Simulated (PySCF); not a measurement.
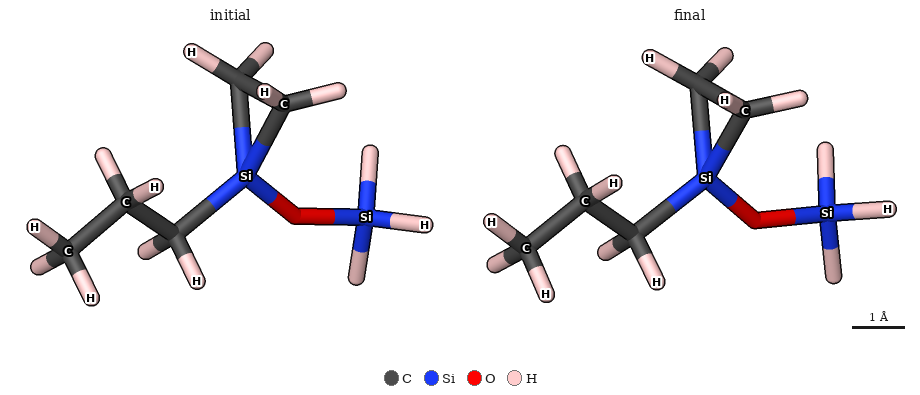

The structure of C$_{5}$H$_{14}$OSi$_{2}$ before (left) and after (right) a relaxation, at one scale.

A stick model, seen at a tilt.

The start comes from GFN2-xTB. Its atoms were then displaced at random by about 0.01 Å.

Computed with PBE0-D3(BJ)/def2-SVP geometry optimisation, gas phase (PySCF). 

### What changed between the two?

An H atom moves most after the best rigid fit: 0.34 Å. Largest moves by element: H 0.34 Å, C 0.12 Å, O 0.10 Å, Si 0.08 Å. Some distances before and after: C–H 1.054 → 1.101 Å, C–Si 1.885 → 1.841 Å, H–Si 1.453 → 1.495 Å, O–Si 1.634 → 1.661 Å. Bond angles that change, for instance: Si–O–Si 149.0° → 142.1°, O–Si–H 103.3° → 108.1°, H–C–H 109.2° → 105.6°. After 8 geometry steps the energy has fallen by 0.292 eV.
